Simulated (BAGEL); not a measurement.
**SiH3SOF (SMILES O[SiH](F)S) at HF/3-21G (density fitting with qzvpp-jkfit)**

Aim: the energy change on altering one bond length of SiH3SOF at HF/3-21G (density fitting with qzvpp-jkfit), from 2 runs. 

The calculation is run with BAGEL 1.2.2.

1 further run of the same task is left out (set aside as unsound or not needed). Runs told in other sessions of the task aren't counted.

## 1. The structure to begin with

The species is SiH3SOF (7 atoms), meant as a singlet with charge 0. SMILES: `O[SiH](F)S`. The shape is that of a PBE0-D4/def2-TZVP optimisation. This is one conformer, not always the lowest.

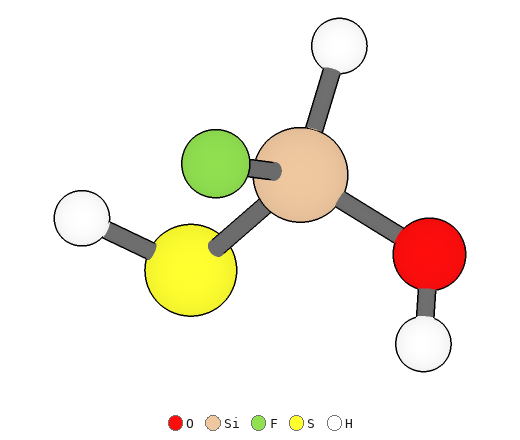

Viewed from a chosen angle; oxygen red, silicon light orange, fluorine green, sulfur yellow, hydrogen white.

## 2. The energy at HF/3-21G (density fitting with qzvpp-jkfit)

hf.json reads:

```json
{ "bagel" : [

{
  "title" : "molecule",
  "basis" : "3-21g",
  "df_basis" : "qzvpp-jkfit",
  "angstrom" : true,
  "geometry" : [
    { "atom" : "O", "xyz" : [      -1.252700,       1.036700,      -0.295600 ] },
    { "atom" : "Si", "xyz" : [      -0.023300,       0.209800,       0.369300 ] },
    { "atom" : "F", "xyz" : [       1.374200,       0.953800,       0.184300 ] },
    { "atom" : "S", "xyz" : [       0.135000,      -1.677100,      -0.592300 ] },
    { "atom" : "H", "xyz" : [      -1.313700,       1.078400,      -1.251900 ] },
    { "atom" : "H", "xyz" : [      -0.291300,       0.148600,       1.813800 ] },
    { "atom" : "H", "xyz" : [       1.433000,      -1.818200,      -0.273300 ] }
  ]
},

{
  "title" : "hf"
},

{
  "title" : "print",
  "file" : "orbitals.molden",
  "orbitals" : true
}

]}
```

The run is started by

```console
$ BAGEL_NUM_THREADS=1 BAGEL hf.json > hf.out
```

Output:

```text
* using 1 threads per process

  ===============================================================
  ===============================================================

  *** Geometry ***

  { "atom" : "O", "xyz" : [     -2.367260,      1.959079,     -0.558603 ] },
  { "atom" : "Si", "xyz" : [     -0.044031,      0.396465,      0.697876 ] },
  { "atom" : "F", "xyz" : [      2.596862,      1.802421,      0.348277 ] },
  { "atom" : "S", "xyz" : [      0.255113,     -3.169260,     -1.119285 ] },
  { "atom" : "H", "xyz" : [     -2.482533,      2.037881,     -2.365748 ] },
  { "atom" : "H", "xyz" : [     -0.550477,      0.280813,      3.427585 ] },
  { "atom" : "H", "xyz" : [      2.707978,     -3.435900,     -0.516462 ] },

  Number of auxiliary basis functions:      464

  Since a DF basis is specified, we compute 2- and 3-index integrals:
    o Being stored without compression. Storage requirement is 0.009 GB

  Number of basis functions:       50
  Number of electrons      :       50

    * METHOD: MOLECULE                             0.11

  *** RHF ***

  === Nuclear Repulsion ===
   231.6128632001

      * DIIS with orbital gradients will be used.

  === RHF iteration (3-21g) ===
      0       -858.00039801          0.02825707           0.03
      1       -858.12611732          0.01601656           0.02
      2       -858.16928275          0.00112071           0.02
      3       -858.16984518          0.00028676           0.03
      4       -858.16988636          0.00009695           0.03
      5       -858.16989121          0.00002935           0.03
      6       -858.16989156          0.00001044           0.03
      7       -858.16989161          0.00000178           0.02
      8       -858.16989162          0.00000088           0.02
      9       -858.16989162          0.00000024           0.02
     10       -858.16989162          0.00000007           0.02
     11       -858.16989162          0.00000003           0.02
     12       -858.16989162          0.00000001           0.02
     13       -858.16989162          0.00000000           0.02
    * SCF iteration converged.

    * Permanent dipole moment:
           (   -0.178381,    -0.028836,     0.110867) a.u.

    * METHOD: HF                                   0.42

    * METHOD: PRINT                                0.00

  ===============================================================
```

Wall time 0.66 s (1 thread of Intel Xeon 6975P-C (Granite Rapids), shared host).

## 3. The distorted shape at the same level

calc.json reads:

```json
{ "bagel": [

{
  "title": "molecule",
  "basis": "3-21g",
  "df_basis": "qzvpp-jkfit",
  "angstrom": true,
  "geometry": [
    { "atom": "O", "xyz": [   -1.243551,    1.030446,   -0.152178 ] },
    { "atom": "Si", "xyz": [   -0.014151,    0.203546,    0.512722 ] },
    { "atom": "F", "xyz": [    1.383349,    0.947546,    0.327722 ] },
    { "atom": "S", "xyz": [    0.144149,   -1.683354,   -0.448878 ] },
    { "atom": "H", "xyz": [   -1.313700,    1.078400,   -1.251900 ] },
    { "atom": "H", "xyz": [   -0.282151,    0.142346,    1.957222 ] },
    { "atom": "H", "xyz": [    1.442149,   -1.824454,   -0.129878 ] }
  ]
},
{
  "title": "hf"
},
{
  "title": "print",
  "file": "orbitals.molden",
  "orbitals": true
}

]}
```

The run is started by

```console
$ BAGEL_NUM_THREADS=1 BAGEL calc.json > calc.out
```

Output:

```text
* using 1 threads per process

  ===============================================================
  ===============================================================

  *** Geometry ***

  { "atom" : "O", "xyz" : [     -2.349971,      1.947261,     -0.287575 ] },
  { "atom" : "Si", "xyz" : [     -0.026742,      0.384646,      0.968904 ] },
  { "atom" : "F", "xyz" : [      2.614151,      1.790602,      0.619305 ] },
  { "atom" : "S", "xyz" : [      0.272402,     -3.181078,     -0.848256 ] },
  { "atom" : "H", "xyz" : [     -2.482533,      2.037881,     -2.365748 ] },
  { "atom" : "H", "xyz" : [     -0.533188,      0.268995,      3.698614 ] },
  { "atom" : "H", "xyz" : [      2.725267,     -3.447718,     -0.245434 ] },

  Number of auxiliary basis functions:      464

  Since a DF basis is specified, we compute 2- and 3-index integrals:
    o Being stored without compression. Storage requirement is 0.009 GB

  Number of basis functions:       50
  Number of electrons      :       50

    * METHOD: MOLECULE                             0.11

  *** RHF ***

  === Nuclear Repulsion ===
   230.7979424418

      * DIIS with orbital gradients will be used.

  === RHF iteration (3-21g) ===
      0       -857.98205801          0.02866390           0.03
      1       -858.10729259          0.01679216           0.03
      2       -858.15509401          0.00137343           0.02
      3       -858.15581026          0.00046700           0.03
      4       -858.15588611          0.00014359           0.02
      5       -858.15589499          0.00003836           0.02
      6       -858.15589566          0.00001190           0.02
      7       -858.15589574          0.00000209           0.02
      8       -858.15589574          0.00000108           0.02
      9       -858.15589574          0.00000028           0.02
     10       -858.15589574          0.00000010           0.02
     11       -858.15589574          0.00000004           0.02
     12       -858.15589574          0.00000001           0.02
     13       -858.15589574          0.00000000           0.02
    * SCF iteration converged.

    * Permanent dipole moment:
           (   -0.159903,    -0.047876,     0.167154) a.u.

    * METHOD: HF                                   0.43

    * METHOD: PRINT                                0.00

  ===============================================================
```

It took 0.68 s on 1 thread of Intel Xeon 6975P-C (Granite Rapids), shared host.

## 4. Outcome

At HF/3-21G (density fitting with qzvpp-jkfit):

| quantity | value |
| --- | --- |
| first shape: total energy | -858.16989 Eh |
| first shape: dipole moment | 0.54 D |
| first shape: HOMO energy | -11.18 eV |
| first shape: LUMO energy | 4.32 eV |
| first shape: HOMO–LUMO gap | 15.50 eV |
| distorted shape: total energy | -858.15590 Eh |
| distorted shape: dipole moment | 0.60 D |
| distorted shape: HOMO energy | -11.15 eV |
| distorted shape: LUMO energy | 4.21 eV |
| distorted shape: HOMO–LUMO gap | 15.36 eV |
| energy change with the O1–H5 bond stretched from 0.959 to 1.103 Å | 0.381 eV |

With the O1–H5 bond stretched from 0.959 to 1.103 Å the energy rises by 0.38 eV (8.8 kcal/mol). The first shape isn't relaxed at this level, so the change isn't measured from a minimum.
